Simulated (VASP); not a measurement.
# SnAu (Yuanjiangite): convergence with the SCF threshold and k-mesh, part 2 of 3

Aim: find how far the SCF threshold and k-mesh must be pushed for SnAu (Yuanjiangite), and what that costs. The atoms are off their equilibrium sites, so that forces can be compared too. The series runs use r2SCAN. The atoms of the start are displaced at random from the sites of a P6_3/mmc cell.

VASP 6.6.1; r2SCAN; plane waves and PAW (Sn_d, Au).

So far. Step 6 (SCF threshold: EDIFF = 1E-06): Against the run before the energy stays within 0.01 meV an atom; the pressure moves by -0.11 GPa, after 14 cycles in 35 s.

The database entry behind the starting cell differs from later determinations by our own check (0.1 to 0.3 % short, probably kX units), so it need not match the best structure at ambient conditions.

## (7) SCF threshold: EDIFF = 1E-08

Contents of INCAR:

```
SYSTEM = SnAu
PREC = Accurate
ENCUT = 400
EDIFF = 1E-08
NELM = 100
ISMEAR = -1
SIGMA = 0.05
LREAL = .FALSE.
ALGO = Normal
METAGGA = R2SCAN
LASPH = .TRUE.
NBANDS = 31
LORBIT = 11
LWAVE = .FALSE.
LCHARG = .FALSE.
KPAR = 4
ISIF = 2
```

Contents of POSCAR:

```
SnAu
1.0
    4.3140000000      0.0000000000      0.0000000000
   -2.1570000000      3.7360335919      0.0000000000
    0.0000000000      0.0000000000      5.5120000000
Sn Au
2 2
Direct
    0.3327910000      0.6708580000      0.2519230000
    0.6730000000      0.3359600000      0.7430250000
   -0.0135900000     -0.0099550000     -0.0010490000
   -0.0006310000      0.0015240000      0.5057420000
```

Contents of KPOINTS:

```
Automatic mesh
0
Gamma
5 5 4
0 0 0
```

The projector-augmented-wave data sets are Sn_d and Au (PBE family, release 64).

The run is started by

```console
mpirun -np 4 vasp_std
```

The log of the run:

```text
[... set-up lines as in an earlier step ...]
 entering main loop
       N       E                     dE             d eps       ncg     rms          rms(c)
[... 12 cycles as in an earlier step ...]
DAV:  13    -0.151146285601E+03    0.33468E-05   -0.10542E-05  3652   0.241E-02    0.241E-03
DAV:  14    -0.151146285193E+03    0.40855E-06   -0.55734E-07  3672   0.486E-03    0.811E-04
DAV:  15    -0.151146285188E+03    0.51450E-08   -0.52072E-08  3489   0.199E-03
   1 F= -.15114629E+03 E0= -.15114215E+03  d E =-.826774E-02
```

It took 38 s on 4 MPI ranks of Intel Xeon 6975P-C (Granite Rapids), shared host; peak memory 0.86 GiB; 2.5 min of CPU time.

OUTCAR, selected parts (step 7):

```text
  Total        1.8533869      1.7884387      2.5510242     -0.1814374     -0.0158071     -0.0767832
  in kB       33.4253957     32.2540696     46.0071191     -3.2721811     -0.2850777     -1.3847669
  external PRESSURE =      37.2288615 kB  Pullay stress =       0.0000000 kB

 POSITION                                       TOTAL-FORCE (eV/Angst)
 -----------------------------------------------------------------------------------
     -0.01138      2.50635      1.38860        -0.050546     -0.157608     -0.093749
      2.17866      1.25516      4.09555        -0.228488     -0.120803      0.221166
      2.11985      3.69884      5.50622         0.159607      0.180887      0.355816
      4.30799      0.00569      2.78765         0.119427      0.097524     -0.483233
 -----------------------------------------------------------------------------------
    total drift:                                0.001787      0.003311     -0.001371

  FREE ENERGIE OF THE ION-ELECTRON SYSTEM (eV)
  ---------------------------------------------------
  free  energy   TOTEN  =      -151.1462851878 eV

  energy  without entropy=     -151.1380174513  energy(sigma->0) =     -151.14215132

[... 2 parts as in an earlier step ...]

[... 1 further part left out ...]
[key lines of the parts left out:]
E-fermi :   8.7803
```

Against the run before the energy stays within 0.01 meV an atom and the pressure within 0.01 GPa, after 15 cycles in 38 s.

## (8) The SCF threshold series as a table

This step: convergence of r2SCAN results with the threshold; plane waves and PAW (VASP 6.6.1).

No new run; the numbers come from the runs before.

Differences are taken from the run with EDIFF = 1E-08. Results of the series, by row:

| setting | status | energy less the reference (meV/atom) | pressure (GPa) | largest force difference (meV/Å) | SCF cycles | wall time (s) |
| --- | --- | --- | --- | --- | --- | --- |
| EDIFF = 0.01 | converged | 0.05483 | 3.719 | 2.41 | 10 | 26 |
| EDIFF = 0.001 | converged | 0.02961 | 3.583 | 1.902 | 10 | 27 |
| EDIFF = 1E-04 | converged | -0.001545 | 3.819 | 0.88 | 12 | 31 |
| EDIFF = 1E-05 | converged | -0.001233 | 3.832 | 0.822 | 12 | 30 |
| EDIFF = 1E-06 | converged | 0 | 3.722 | 0.038 | 14 | 35 |
| EDIFF = 1E-08 | converged | 0 | 3.723 | 0 | 15 | 38 |

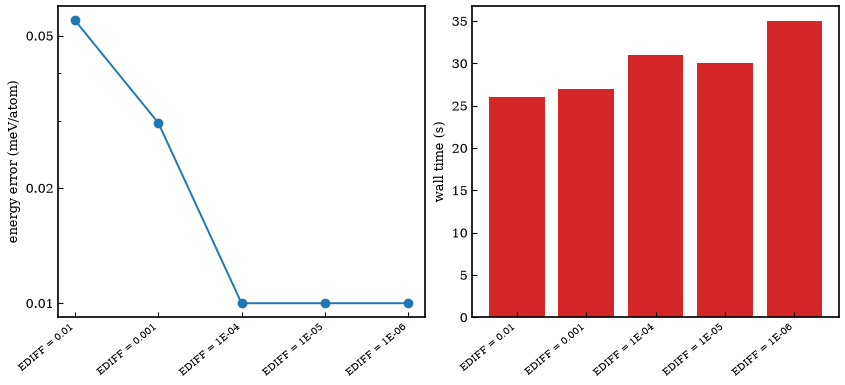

The energy error in size, against the reference run (errors under 0.01 are drawn at 0.01), and the wall time by setting.

## (9) K-mesh: 2 2 1

This step: r2SCAN; plane waves and PAW (Sn_d, Au) (VASP 6.6.1).

The sum over the zone converges with the mesh, fast for insulators and slowly for metals.

INCAR: that of step 7 with these lines changed.

```diff
@@ -3,3 +3,3 @@
 ENCUT = 400
-EDIFF = 1E-08
+EDIFF = 1E-06
 NELM = 100
@@ -15,3 +15,3 @@
 LCHARG = .FALSE.
-KPAR = 4
+NCORE = 4
 ISIF = 2
```

POSCAR is that of step 7.

Contents of KPOINTS:

```
Automatic mesh
0
Gamma
2 2 1
0 0 0
```

The run is started by

```console
mpirun -np 4 vasp_std
```

The log of the run:

```text
[banner, memory and clock lines left out]
running    4 mpi-ranks, on    1 nodes
 distrk:  each k-point on    4 cores,    1 groups
 distr:  one band on    4 cores,    1 groups

 POSCAR found type information on POSCAR SnAu
 POSCAR found :  2 types and       4 ions
 [... a notice as in an earlier step ...]

 LDA part: xc-table for (None), standard interpolation
 POSCAR, INCAR and KPOINTS ok, starting setup
 FFT: planning ... GRIDC
 FFT: planning ... GRID_SOFT
 FFT: planning ... GRID
 WAVECAR not read
 entering main loop
       N       E                     dE             d eps       ncg     rms          rms(c)
DAV:   1     0.309318600234E+03    0.30932E+03   -0.21442E+04   277   0.204E+03
DAV:   2    -0.112041021116E+03   -0.42136E+03   -0.40478E+03   269   0.554E+02
DAV:   3    -0.161587476493E+03   -0.49546E+02   -0.48539E+02   276   0.162E+02
DAV:   4    -0.163289912216E+03   -0.17024E+01   -0.17009E+01   276   0.327E+01
DAV:   5    -0.163351072893E+03   -0.61161E-01   -0.61152E-01   355   0.619E+00    0.141E+01
DAV:   6    -0.149579463950E+03    0.13772E+02   -0.16096E+01   290   0.298E+01    0.128E+01
DAV:   7    -0.149473729197E+03    0.10573E+00   -0.80519E-01   248   0.613E+00    0.714E+00
DAV:   8    -0.149480614891E+03   -0.68857E-02   -0.21986E-01   304   0.348E+00    0.859E-01
DAV:   9    -0.149472780158E+03    0.78347E-02   -0.30192E-02   255   0.142E+00    0.119E-01
DAV:  10    -0.149473244110E+03   -0.46395E-03   -0.34652E-03   336   0.396E-01    0.694E-02
DAV:  11    -0.149473321215E+03   -0.77105E-04   -0.23087E-04   262   0.111E-01    0.277E-02
DAV:  12    -0.149473336435E+03   -0.15220E-04   -0.42482E-05   304   0.471E-02    0.727E-03
DAV:  13    -0.149473335544E+03    0.89044E-06   -0.31367E-06   261   0.108E-02
   1 F= -.14947334E+03 E0= -.14944923E+03  d E =-.482183E-01
```

Elapsed: 5.2 s, on 4 MPI ranks; peak memory 0.44 GiB.

Parts of OUTCAR (step 9):

```text
   k-points           NKPTS =      4   k-points in BZ     NKDIM =      4   number of bands    NBANDS=     31

   NELECT =      50.0000    total number of electrons

 E-fermi :   7.5259

 k-point     1 :       0.0000    0.0000    0.0000
  band No.  band energies     occupation
    ...
     19       3.2766      2.00000
     20       3.2773      2.00000
     21       4.1210      2.00000
     22       4.1334      2.00000
     23       7.2699      1.98812
     24       9.4395      0.00000
     25       9.5744      0.00000
     26      11.8241      0.00000
     27      11.9494      0.00000
     28      12.1346      0.00000
    ...

  Total       -2.8642588     -2.9082991     11.8516803     -0.1143048     -0.0059759     -0.0748765
  in kB      -51.6562308    -52.4504878    213.7422559     -2.0614604     -0.1077748     -1.3503804
  external PRESSURE =      36.5451791 kB  Pullay stress =       0.0000000 kB

 POSITION                                       TOTAL-FORCE (eV/Angst)
 -----------------------------------------------------------------------------------
     -0.01138      2.50635      1.38860        -0.072926     -0.204757     -0.194548
      2.17866      1.25516      4.09555        -0.282017     -0.151255      0.293389
      2.11985      3.69884      5.50622        -0.048881     -0.112126      0.341870
      4.30799      0.00569      2.78765         0.403824      0.468138     -0.440710
 -----------------------------------------------------------------------------------
    total drift:                                0.001635      0.002904     -0.001186

  FREE ENERGIE OF THE ION-ELECTRON SYSTEM (eV)
  ---------------------------------------------------
  free  energy   TOTEN  =      -149.4733355441 eV

  energy  without entropy=     -149.4251172083  energy(sigma->0) =     -149.44922638

[... 6 parts as in an earlier step ...]

[... 8 further parts left out ...]
```

Numbers from this step:

```yaml
electronic_steps: 13
irreducible_k_points: 4
free_energy_toten: -149.4733 eV
energy_at_zero_smearing: -149.4492 eV
fermi_energy: 7.526 eV
pressure: 3.655 GPa
```

The series starts at -37.3623 eV an atom and 3.65 GPa, after 13 cycles in 5.2 s.

## (10) K-mesh: 3 3 2

INCAR: that of step 9 with these lines changed.

```diff
@@ -15,3 +15,4 @@
 LCHARG = .FALSE.
-NCORE = 4
+KPAR = 2
+NCORE = 2
 ISIF = 2
```

POSCAR is that of step 9.

Contents of KPOINTS:

```
Automatic mesh
0
Gamma
3 3 2
0 0 0
```

The run is started by

```console
mpirun -np 4 vasp_std
```

The log of the run:

```text
[banner, memory and clock lines left out]
running    4 mpi-ranks, on    1 nodes
[...]
[... a notice as in an earlier step ...]

 LDA part: xc-table for (None), standard interpolation
 POSCAR, INCAR and KPOINTS ok, starting setup
[...]
entering main loop
       N       E                     dE             d eps       ncg     rms          rms(c)
DAV:   1     0.338394025793E+03    0.33839E+03   -0.21563E+04   670   0.206E+03
DAV:   2    -0.104991805115E+03   -0.44339E+03   -0.42267E+03   634   0.571E+02
DAV:   3    -0.161780476671E+03   -0.56789E+02   -0.55621E+02   719   0.170E+02
DAV:   4    -0.163906858786E+03   -0.21264E+01   -0.21206E+01   718   0.357E+01
[...]
DAV:  12    -0.150908361250E+03    0.10430E-04   -0.15091E-05   804   0.324E-02    0.113E-02
DAV:  13    -0.150908358483E+03    0.27675E-05   -0.85458E-06   659   0.212E-02    0.320E-03
DAV:  14    -0.150908358064E+03    0.41863E-06   -0.40671E-07   471   0.470E-03
   1 F= -.15090836E+03 E0= -.15090053E+03  d E =-.156620E-01
```

Elapsed: 8.8 s, on 4 MPI ranks; peak memory 0.58 GiB; 33 s of CPU time.

From OUTCAR (step 10):

```text
  Total        1.8394074      1.7863977      4.2872634     -0.1719823     -0.0145771     -0.0663885
  in kB       33.1732789     32.2172604     77.3197839     -3.1016601     -0.2628944     -1.1973012
  external PRESSURE =      47.5701077 kB  Pullay stress =       0.0000000 kB

 POSITION                                       TOTAL-FORCE (eV/Angst)
 -----------------------------------------------------------------------------------
     -0.01138      2.50635      1.38860        -0.038456     -0.153686     -0.129533
      2.17866      1.25516      4.09555        -0.231039     -0.114568      0.257458
      2.11985      3.69884      5.50622         0.142067      0.158049      0.338875
      4.30799      0.00569      2.78765         0.127427      0.110205     -0.466799
 -----------------------------------------------------------------------------------
    total drift:                                0.001763      0.003332     -0.001676

  FREE ENERGIE OF THE ION-ELECTRON SYSTEM (eV)
  ---------------------------------------------------
  free  energy   TOTEN  =      -150.9083580642 eV

  energy  without entropy=     -150.8926960441  energy(sigma->0) =     -150.90052705

[... 1 part as in an earlier step ...]

[... 2 further parts left out ...]
[key lines of the parts left out:]
E-fermi :   9.0080
```

Against the run before the energy moves by -362.83 meV an atom and the pressure by +1.10 GPa, after 14 cycles in 8.8 s.

## (11) K-mesh: 4 4 3

INCAR: that of step 10 with these lines changed.

```diff
@@ -15,4 +15,3 @@
 LCHARG = .FALSE.
-KPAR = 2
-NCORE = 2
+KPAR = 4
 ISIF = 2
```

POSCAR is that of step 10.

Contents of KPOINTS:

```
Automatic mesh
0
Gamma
4 4 3
0 0 0
```

The run is started by

```console
mpirun -np 4 vasp_std
```

The log of the run:

```text
[... set-up lines as in an earlier step ...]
 entering main loop
       N       E                     dE             d eps       ncg     rms          rms(c)
DAV:   1     0.329518118404E+03    0.32952E+03   -0.21464E+04  1705   0.204E+03
DAV:   2    -0.106612900858E+03   -0.43613E+03   -0.41830E+03  1654   0.566E+02
DAV:   3    -0.162130490441E+03   -0.55518E+02   -0.54225E+02  1836   0.168E+02
DAV:   4    -0.164143192963E+03   -0.20127E+01   -0.20069E+01  1837   0.351E+01
[...]
DAV:  12    -0.151225253493E+03    0.98005E-05   -0.14218E-05  1929   0.287E-02    0.124E-02
DAV:  13    -0.151225250320E+03    0.31724E-05   -0.12286E-05  1663   0.255E-02    0.304E-03
DAV:  14    -0.151225249901E+03    0.41939E-06   -0.58804E-07  1149   0.577E-03
   1 F= -.15122525E+03 E0= -.15121748E+03  d E =-.155439E-01
```

It took 22 s on 4 MPI ranks; peak memory 0.74 GiB.

From OUTCAR (step 11):

```text
  Total        2.2137980      2.1523923      2.4669409     -0.1865648     -0.0122232     -0.0821970
  in kB       39.9253238     38.8178862     44.4906958     -3.3646519     -0.2204427     -1.4824034
  external PRESSURE =      41.0779686 kB  Pullay stress =       0.0000000 kB

 POSITION                                       TOTAL-FORCE (eV/Angst)
 -----------------------------------------------------------------------------------
     -0.01138      2.50635      1.38860        -0.060793     -0.155997     -0.035131
      2.17866      1.25516      4.09555        -0.219648     -0.123817      0.161784
      2.11985      3.69884      5.50622         0.156713      0.176131      0.341876
      4.30799      0.00569      2.78765         0.123728      0.103682     -0.468529
 -----------------------------------------------------------------------------------
    total drift:                                0.001909      0.003332     -0.001358

  FREE ENERGIE OF THE ION-ELECTRON SYSTEM (eV)
  ---------------------------------------------------
  free  energy   TOTEN  =      -151.2252499011 eV

  energy  without entropy=     -151.2097060260  energy(sigma->0) =     -151.21747796

[... 1 part as in an earlier step ...]

[... 2 further parts left out ...]
[key lines of the parts left out:]
E-fermi :   8.8784
```

Against the run before the energy moves by -79.24 meV an atom and the pressure by -0.65 GPa, after 14 cycles in 22 s.

## (12) K-mesh: 5 5 4

INCAR is that of step 11.

POSCAR is that of step 11.

Contents of KPOINTS:

```
Automatic mesh
0
Gamma
5 5 4
0 0 0
```

The run is started by

```console
mpirun -np 4 vasp_std
```

The log of the run:

```text
[... set-up lines as in an earlier step ...]
 entering main loop
       N       E                     dE             d eps       ncg     rms          rms(c)
[... 14 cycles as in an earlier step ...]
   1 F= -.15114629E+03 E0= -.15114215E+03  d E =-.826769E-02
```

Wall time 35 s (4 MPI ranks); peak memory 0.86 GiB; 2.3 min of CPU time.

Parts of OUTCAR (step 12):

```text
[... 6 parts as in an earlier step ...]

[... 1 further part left out ...]
[key lines of the parts left out:]
E-fermi :   8.7803
```

Against the run before the energy moves by +18.83 meV an atom and the pressure by -0.39 GPa, after 14 cycles in 35 s.

## (13) K-mesh: 7 7 5

INCAR is that of step 12.

POSCAR is that of step 12.

Contents of KPOINTS:

```
Automatic mesh
0
Gamma
7 7 5
0 0 0
```

The run is started by

```console
mpirun -np 4 vasp_std
```

The log of the run:

```text
[... set-up lines as in an earlier step ...]
 entering main loop
       N       E                     dE             d eps       ncg     rms          rms(c)
DAV:   1     0.325395683215E+03    0.32540E+03   -0.21514E+04  8168   0.204E+03
DAV:   2    -0.107672481423E+03   -0.43307E+03   -0.41525E+03  7838   0.562E+02
DAV:   3    -0.162116530746E+03   -0.54444E+02   -0.53253E+02  8706   0.167E+02
DAV:   4    -0.164099907717E+03   -0.19834E+01   -0.19762E+01  8652   0.347E+01
[...]
DAV:  12    -0.151155088693E+03    0.90659E-05   -0.17829E-05  9419   0.325E-02    0.126E-02
DAV:  13    -0.151155085065E+03    0.36272E-05   -0.11291E-05  7657   0.245E-02    0.224E-03
DAV:  14    -0.151155084680E+03    0.38556E-06   -0.56845E-07  4856   0.512E-03
   1 F= -.15115508E+03 E0= -.15114741E+03  d E =-.153502E-01
```

It took 77 s on 4 MPI ranks; peak memory 1.2 GiB.

Parts of OUTCAR (step 13):

```text
  Total        1.7078412      1.6415163      2.6334639     -0.1831265     -0.0168370     -0.0814199
  in kB       30.8005135     29.6043582     47.4938999     -3.3026429     -0.3036507     -1.4683895
  external PRESSURE =      35.9662572 kB  Pullay stress =       0.0000000 kB

 POSITION                                       TOTAL-FORCE (eV/Angst)
 -----------------------------------------------------------------------------------
     -0.01138      2.50635      1.38860        -0.055538     -0.154514     -0.063848
      2.17866      1.25516      4.09555        -0.221450     -0.120794      0.191966
      2.11985      3.69884      5.50622         0.151226      0.169463      0.352110
      4.30799      0.00569      2.78765         0.125762      0.105845     -0.480227
 -----------------------------------------------------------------------------------
    total drift:                                0.001837      0.003357     -0.001344

  FREE ENERGIE OF THE ION-ELECTRON SYSTEM (eV)
  ---------------------------------------------------
  free  energy   TOTEN  =      -151.1550846798 eV

  energy  without entropy=     -151.1397344626  energy(sigma->0) =     -151.14740957

[... 1 part as in an earlier step ...]

[... 2 further parts left out ...]
[key lines of the parts left out:]
E-fermi :   8.5996
```

Against the run before the energy moves by -1.31 meV an atom and the pressure by -0.13 GPa, after 14 cycles in 77 s.

## (14) K-mesh: 9 9 6

INCAR is that of step 13.

POSCAR is that of step 13.

Contents of KPOINTS:

```
Automatic mesh
0
Gamma
9 9 6
0 0 0
```

The run is started by

```console
mpirun -np 4 vasp_std
```

The log of the run:

```text
[... set-up lines as in an earlier step ...]
 entering main loop
       N       E                     dE             d eps       ncg     rms          rms(c)
DAV:   1     0.324095829270E+03    0.32410E+03   -0.21571E+04 16131   0.204E+03
DAV:   2    -0.108192204395E+03   -0.43229E+03   -0.41438E+03 15608   0.561E+02
DAV:   3    -0.162170622010E+03   -0.53978E+02   -0.52753E+02 17440   0.167E+02
DAV:   4    -0.164116447847E+03   -0.19458E+01   -0.19407E+01 17127   0.346E+01
[...]
DAV:  12    -0.151174858420E+03    0.10092E-04   -0.17568E-05 18461   0.317E-02    0.122E-02
DAV:  13    -0.151174855097E+03    0.33227E-05   -0.11392E-05 15199   0.245E-02    0.245E-03
DAV:  14    -0.151174854766E+03    0.33086E-06   -0.54825E-07  9615   0.526E-03
   1 F= -.15117485E+03 E0= -.15117159E+03  d E =-.652085E-02
```

Run time: 2.4 min. Hardware: 4 MPI ranks; peak memory 1.8 GiB; 9.6 min of CPU time.

(Continued in part 3 of 3.)

[Lines on the potential files, build, host, timing and source positions are cut from VASP's logs without a mark.]

[Logs are printed without paths, hosts, clocks, repeated set-up lines and the standing remarks that a program may print on its own settings, such as how far it seeks lower states.]

[Hosts, paths, dates, database ids (printed as entryN), source tags and the programs' standing remarks are cut or masked in the printed files.]

[A measured line is paired with the nearest computed mode of its activity, which favours agreement.]

[In band tables of VASP the shares of atoms and orbitals are scaled to a sum of 1 inside the atoms' spheres.]
